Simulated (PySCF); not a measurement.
# Geometry relaxation, with input and output: C₅H₁₃In

The run: geometry relaxation of C₅H₁₃In, SMILES C[CH2][In]([CH3])[CH2]C. Method and program: PBE0-D3(BJ)/def2-SVP geometry optimisation, gas phase (PySCF 2.14.0).

It belongs to a series of runs on one base structure; here: one ligand: Et to Me.

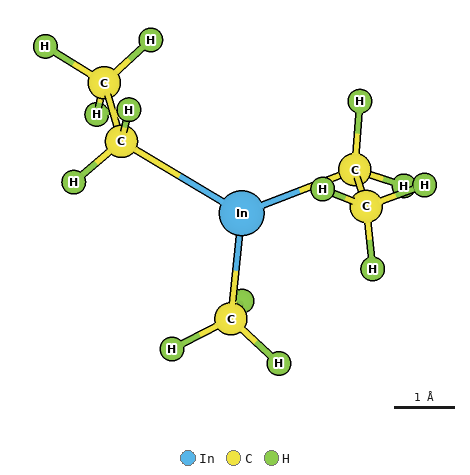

Figure 1. The starting structure (ball-and-stick view, seen at a tilt). Sticks mark near contacts. Bond lengths as drawn: C–C 1.49 to 1.55 Å, C–H 1.05 to 1.17 Å and C–In 2.19 to 2.39 Å.

**Summary**

```csv
quantity,value
outcome,converged
total energy,−388.076278 hartree
dipole moment,0.08 D
point group,C1
hardware,"1 CPU thread, shared host"
wall time,92 s
peak memory,0.63 GiB
```

**Input file**
```
{"job": {"xc": "PBE0", "basis": "def2-SVP", "d3": "d3bj", "grid": 1, "maxiter": 40, "shake": 0.03, "kind": "geom"}, "charge": 0, "multiplicity": 1}
In    -0.157390    -0.484380     0.017530
C      2.044650    -0.419530    -0.029600
C      2.562300    -0.384450     1.368670
H      2.508970     0.474590    -0.591740
H      2.400230    -1.319990    -0.579600
H      3.703740    -0.353690     1.376860
H      2.312030     0.506370     1.929230
H      2.344800    -1.238530     1.942590
C     -1.351450     1.589420     0.079400
C     -1.771120     1.959940    -1.361600
H     -0.729430     2.336090     0.479370
H     -2.210510     1.476850     0.679880
H     -2.387690     2.948220    -1.419250
H     -0.939770     2.085190    -2.016750
H     -2.428540     1.176490    -1.828190
C     -1.346510    -2.322370     0.025030
H     -1.518010    -2.652140    -1.029400
H     -2.331230    -2.230360     0.523970
H     -0.767840    -3.154270     0.518200
```

The first line tells a small driver script what to run in PySCF; the rest is the geometry in Å.

Command:
```bash
OMP_NUM_THREADS=1 python <driver script> task.json out
```

**What the program printed**
```
step   0  E = -388.05475389  max force = 0.053463
step   1  E = -388.07496686  max force = 0.013883
step   2  E = -388.07596674  max force = 0.003420
step   3  E = -388.07620454  max force = 0.001680
step   4  E = -388.07625046  max force = 0.001065
step   5  E = -388.07627291  max force = 0.000340
step   6  E = -388.07627829  max force = 0.000338
optimisation converged
```

**Trajectory as extended XYZ (Å, eV, eV/Å), 7 frames, from step=0 to step=6**
```
19
Properties=species:S:1:pos:R:3:forces:R:3 step=0 energy=-10559.50770
In   -0.1574   -0.4844    0.0175   -0.8022   1.4104  -0.0278
C     2.0446   -0.4195   -0.0296    0.3615   0.7940  -1.5863
C     2.5623   -0.3845    1.3687    2.7492   0.8558  -0.3992
H     2.5090    0.4746   -0.5917   -1.0203  -1.0617   0.5112
H     2.4002   -1.3200   -0.5796   -0.0833   0.2361   0.2771
H     3.7037   -0.3537    1.3769   -0.9032  -0.0740  -0.0846
H     2.3120    0.5064    1.9292   -0.5495   0.5257   0.3277
H     2.3448   -1.2385    1.9426   -0.7160  -1.5086   1.0933
C    -1.3515    1.5894    0.0794    0.6666  -2.0572  -2.5739
C    -1.7711    1.9599   -1.3616   -2.0960   0.4787   0.8172
H    -0.7294    2.3361    0.4794    1.1711   1.2718   0.8234
H    -2.2105    1.4768    0.6799   -1.3406  -0.2707   1.1340
H    -2.3877    2.9482   -1.4192    0.8889  -1.3499   0.1729
H    -0.9398    2.0852   -2.0168    1.0775   0.2118  -0.7795
H    -2.4285    1.1765   -1.8282    0.3511   0.4441   0.3165
C    -1.3465   -2.3224    0.0250    0.3522  -0.8190  -0.0434
H    -1.5180   -2.6521   -1.0294    0.0381   0.2113   0.4424
H    -2.3312   -2.2304    0.5240    0.2852   0.1077  -0.1228
H    -0.7678   -3.1543    0.5182   -0.4302   0.5938  -0.2982
19
Properties=species:S:1:pos:R:3:forces:R:3 step=1 energy=-10560.05773
In   -0.1854   -0.4014    0.0034   -0.1284   0.3026   0.0567
C     2.0010   -0.3724   -0.0530    0.0256  -0.1925  -0.0927
C     2.5624   -0.3635    1.3630    0.7139   0.0947   0.0533
H     2.3878    0.4897   -0.6213   -0.1797   0.0642   0.0363
H     2.3429   -1.2653   -0.6021    0.0220  -0.0343   0.0680
H     3.6739   -0.3386    1.3675   -0.1623  -0.0330  -0.0805
H     2.2697    0.5312    1.9360   -0.1920  -0.0465   0.0415
H     2.3014   -1.2580    1.9494   -0.2030   0.0079   0.0211
C    -1.3046    1.4956    0.0714    0.2582  -0.3751  -0.2594
C    -1.7290    1.8714   -1.3442   -0.3100   0.2136   0.0093
H    -0.6528    2.2675    0.5030   -0.0761   0.1059   0.1114
H    -2.1824    1.3532    0.7166   -0.0261   0.1049   0.1060
H    -2.3188    2.8094   -1.3667    0.0869  -0.0476  -0.0215
H    -0.8734    2.0233   -2.0205    0.0591   0.0031  -0.0197
H    -2.3753    1.1044   -1.8050    0.0432  -0.0249   0.0018
C    -1.3477   -2.2335    0.0106    0.1681  -0.2553  -0.0526
H    -1.5285   -2.5491   -1.0307   -0.0433   0.0268   0.0103
H    -2.3188   -2.1226    0.5123   -0.0095   0.0704   0.0003
H    -0.7851   -3.0479    0.4948   -0.0465   0.0150   0.0103
19
Properties=species:S:1:pos:R:3:forces:R:3 step=2 energy=-10560.08494
In   -0.1836   -0.3897    0.0075   -0.0755   0.0516   0.0298
C     2.0052   -0.3868   -0.0463    0.0189  -0.1758   0.0517
C     2.5857   -0.3695    1.3663    0.0879   0.0305   0.0470
H     2.3664    0.4785   -0.6211   -0.0450   0.0925  -0.0261
H     2.3466   -1.2848   -0.5868   -0.0067  -0.0035   0.0006
H     3.6902   -0.3501    1.3662    0.0046  -0.0119  -0.0338
H     2.2664    0.5193    1.9374   -0.0239  -0.0407   0.0111
H     2.2947   -1.2596    1.9511   -0.0296   0.0536  -0.0136
C    -1.3068    1.4939    0.0584    0.0933  -0.0890  -0.1247
C    -1.7458    1.8877   -1.3513   -0.0140   0.0372  -0.0021
H    -0.6691    2.2766    0.5006   -0.0734   0.0114   0.0250
H    -2.1829    1.3571    0.7130    0.0277   0.0509   0.0202
H    -2.3304    2.8229   -1.3647   -0.0178   0.0652   0.0175
H    -0.8882    2.0481   -2.0277   -0.0205  -0.0153   0.0203
H    -2.3863    1.1209   -1.8181    0.0126  -0.0254  -0.0058
C    -1.3310   -2.2418    0.0127    0.1031  -0.0618  -0.0320
H    -1.5146   -2.5573   -1.0273   -0.0238   0.0115  -0.0134
H    -2.3034   -2.1182    0.5094   -0.0173   0.0299   0.0058
H    -0.7762   -3.0539    0.5053   -0.0005  -0.0109   0.0226
19
Properties=species:S:1:pos:R:3:forces:R:3 step=3 energy=-10560.09141
In   -0.1874   -0.3919    0.0109   -0.0415   0.0174   0.0123
C     2.0024   -0.4036   -0.0350    0.0202  -0.0221   0.0719
C     2.6000   -0.3722    1.3725   -0.0864  -0.0083  -0.0167
H     2.3452    0.4661   -0.6189   -0.0030   0.0032   0.0013
H     2.3407   -1.3041   -0.5728   -0.0053   0.0085  -0.0134
H     3.7032   -0.3557    1.3571    0.0246  -0.0025   0.0062
H     2.2767    0.5156    1.9425    0.0302  -0.0012  -0.0134
H     2.3033   -1.2547    1.9656    0.0313   0.0196  -0.0134
C    -1.3088    1.4938    0.0429    0.0240   0.0029  -0.0390
C    -1.7579    1.9062   -1.3582    0.0169   0.0251  -0.0050
H    -0.6807    2.2808    0.4923   -0.0133  -0.0184  -0.0009
H    -2.1826    1.3648    0.7032    0.0174  -0.0019  -0.0025
H    -2.3378    2.8464   -1.3534   -0.0005  -0.0046   0.0098
H    -0.9031    2.0711   -2.0368   -0.0229  -0.0072   0.0118
H    -2.4002    1.1439   -1.8303   -0.0029   0.0022  -0.0031
C    -1.3173   -2.2546    0.0127    0.0185  -0.0068  -0.0082
H    -1.4992   -2.5709   -1.0275   -0.0048   0.0002  -0.0010
H    -2.2931   -2.1241    0.5030   -0.0043  -0.0074  -0.0005
H    -0.7661   -3.0635    0.5150    0.0019   0.0015   0.0038
19
Properties=species:S:1:pos:R:3:forces:R:3 step=4 energy=-10560.09266
In   -0.1942   -0.3958    0.0129   -0.0040  -0.0224   0.0023
C     1.9974   -0.4087   -0.0269   -0.0066   0.0058   0.0547
C     2.6046   -0.3692    1.3755   -0.0453  -0.0112  -0.0257
H     2.3340    0.4609   -0.6149    0.0047  -0.0047  -0.0038
H     2.3343   -1.3094   -0.5649    0.0001   0.0040  -0.0103
H     3.7081   -0.3535    1.3500    0.0113  -0.0002   0.0102
H     2.2876    0.5220    1.9429    0.0188   0.0101  -0.0096
H     2.3141   -1.2474    1.9764    0.0170  -0.0013  -0.0019
C    -1.3069    1.4918    0.0354   -0.0126   0.0293  -0.0201
C    -1.7601    1.9151   -1.3611    0.0097   0.0058   0.0060
H    -0.6779    2.2755    0.4882    0.0110  -0.0098  -0.0038
H    -2.1792    1.3662    0.6981    0.0000  -0.0100  -0.0018
H    -2.3348    2.8581   -1.3452   -0.0039  -0.0025   0.0027
H    -0.9085    2.0801   -2.0425   -0.0040  -0.0023   0.0014
H    -2.4082    1.1593   -1.8357   -0.0035   0.0042   0.0018
C    -1.3170   -2.2640    0.0112   -0.0003   0.0142  -0.0013
H    -1.4952   -2.5813   -1.0295    0.0027  -0.0011   0.0008
H    -2.2954   -2.1360    0.4974    0.0001  -0.0109  -0.0008
H    -0.7654   -3.0703    0.5172    0.0046   0.0029  -0.0009
19
Properties=species:S:1:pos:R:3:forces:R:3 step=5 energy=-10560.09327
In   -0.2005   -0.4010    0.0145   -0.0018   0.0066  -0.0036
C     1.9918   -0.4142   -0.0181   -0.0145   0.0122   0.0175
C     2.6080   -0.3675    1.3788    0.0084  -0.0030  -0.0108
H     2.3255    0.4530   -0.6114    0.0056  -0.0036  -0.0050
H     2.3268   -1.3159   -0.5559    0.0023  -0.0017  -0.0040
H     3.7118   -0.3544    1.3451   -0.0016  -0.0005   0.0028
H     2.3002    0.5297    1.9413    0.0014   0.0061  -0.0006
H     2.3232   -1.2409    1.9886   -0.0041  -0.0057   0.0043
C    -1.3071    1.4930    0.0282   -0.0124   0.0047  -0.0012
C    -1.7638    1.9255   -1.3639    0.0032  -0.0075   0.0072
H    -0.6733    2.2716    0.4827    0.0171  -0.0044  -0.0034
H    -2.1780    1.3703    0.6931   -0.0028  -0.0094   0.0004
H    -2.3330    2.8714   -1.3389   -0.0023   0.0023  -0.0017
H    -0.9151    2.0886   -2.0488    0.0048   0.0008  -0.0035
H    -2.4192    1.1763   -1.8387   -0.0022   0.0010   0.0017
C    -1.3153   -2.2731    0.0095   -0.0132   0.0111   0.0034
H    -1.4877   -2.5920   -1.0316    0.0047  -0.0016  -0.0007
H    -2.2965   -2.1517    0.4917    0.0013  -0.0079  -0.0010
H    -0.7607   -3.0754    0.5184    0.0059   0.0005  -0.0018
19
Properties=species:S:1:pos:R:3:forces:R:3 step=6 energy=-10560.09341
In   -0.2031   -0.4011    0.0146    0.0056  -0.0054  -0.0036
C     1.9891   -0.4146   -0.0155   -0.0066   0.0066  -0.0039
C     2.6077   -0.3662    1.3798    0.0174   0.0013  -0.0004
H     2.3239    0.4507   -0.6112    0.0009  -0.0044  -0.0005
H     2.3227   -1.3174   -0.5527    0.0021  -0.0009   0.0008
H     3.7116   -0.3562    1.3445   -0.0043  -0.0018  -0.0011
H     2.3043    0.5340    1.9399   -0.0030   0.0014   0.0018
H     2.3221   -1.2372    1.9927   -0.0073  -0.0024   0.0043
C    -1.3062    1.4929    0.0267   -0.0132   0.0092   0.0057
C    -1.7644    1.9272   -1.3640   -0.0049  -0.0008   0.0030
H    -0.6682    2.2687    0.4804    0.0075   0.0007  -0.0025
H    -2.1760    1.3711    0.6933   -0.0015  -0.0011   0.0009
H    -2.3311    2.8748   -1.3374    0.0030  -0.0026  -0.0024
H    -0.9168    2.0879   -2.0509    0.0034   0.0008  -0.0026
H    -2.4233    1.1802   -1.8374    0.0000   0.0009   0.0011
C    -1.3152   -2.2746    0.0083   -0.0054   0.0017   0.0022
H    -1.4846   -2.5939   -1.0332    0.0029  -0.0006  -0.0001
H    -2.2975   -2.1579    0.4894    0.0010  -0.0034  -0.0008
H    -0.7578   -3.0750    0.5171    0.0023   0.0009  -0.0020
```

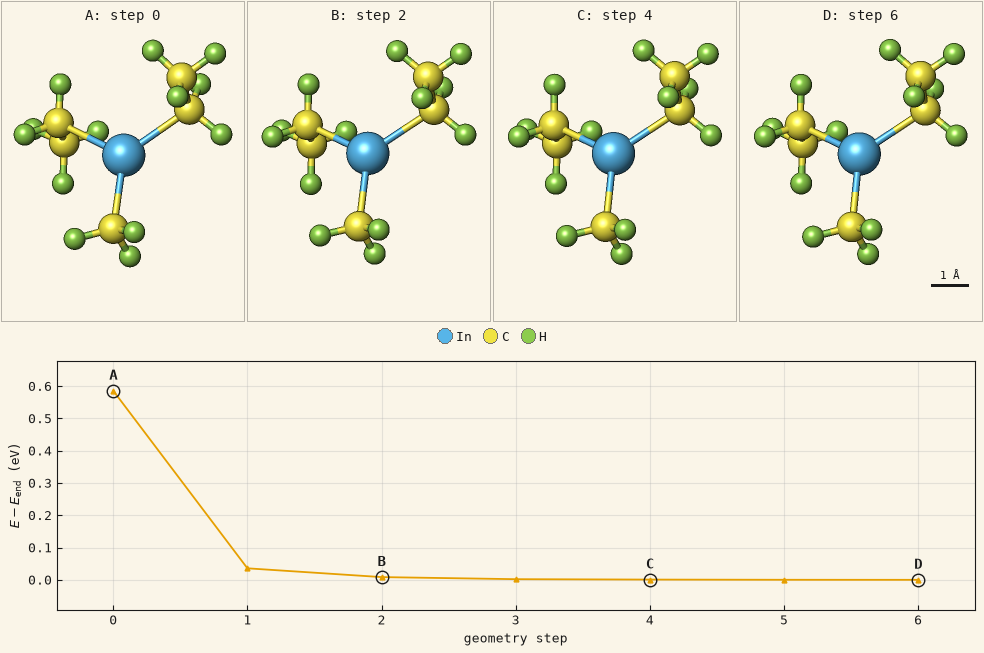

Figure 2. Frames of the relaxation (ball-and-stick view, seen at a tilt) above the curves, on which the letters mark them (steps are counted from 0).

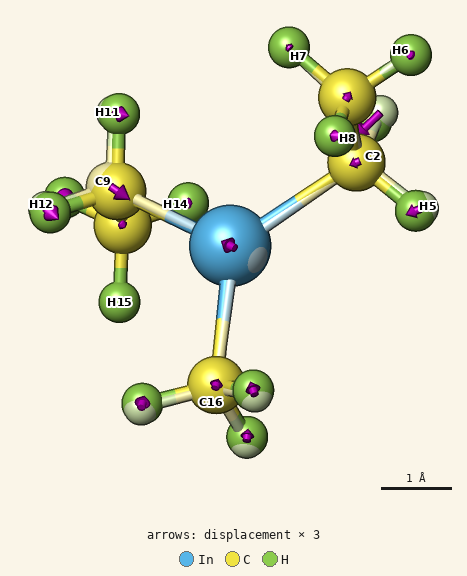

Figure 3. Start (faint) and end (solid) with the displacements as pink arrows, magnified 3 times (ball-and-stick view, seen at a tilt). The two geometries are laid on each other by the best rigid fit. The largest move after the best rigid fit is that of H4, 0.19 Å. Largest moves by element: H 0.19 Å, C 0.12 Å, In 0.10 Å. Among the contacts that change: In1–C9 2.394 → 2.192 Å, C10–H13 1.166 → 1.105 Å, C2–H4 1.154 → 1.103 Å, C3–H8 1.052 → 1.103 Å. Among the angles that change: In1–C2–H4 115.8° → 107.8°, H6–C3–H7 101.8° → 106.5°, In1–C9–C10 108.6° → 113.1°. After 6 geometry steps the energy has fallen by 0.586 eV. Largest force component: 2.7 eV/Å at the start, 0.017 eV/Å at the end. (Atoms are counted from 1 in the order of the input.)
